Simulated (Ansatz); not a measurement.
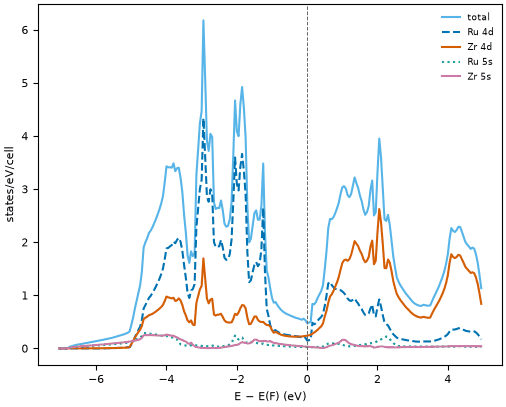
Total and projected density of states of ZrRu (CsCl type, Pm-3m), DFT-PBEsol in the program Ansatz with PAW potentials

Q: Which orbitals carry the states next to the Fermi level?

A: Within 0.5 eV of the Fermi level: Ru 4d 47 %, Zr 4d 40 %. Projections are on Löwdin-orthogonalised atomic valence shells; empty p or d shells of many metals are not among them.

Q: Where is the tallest occupied peak in this window, and what makes it?

A: Near -2.9 eV, about 6.2 states/eV per cell; the largest projected share is Ru 4d.

The workflow started from an entry of the Crystallography Open Database (COD). Whether it is the stable phase at ambient conditions was not checked. The cell was relaxed with PBEsol under the symmetry of its start; its stability against distortions is not shown here. The run is not spin-polarised. Scalar-relativistic: spin–orbit coupling is off unless named, which matters more the heavier the elements.

Potentials: the later of the program's two PAW sets.
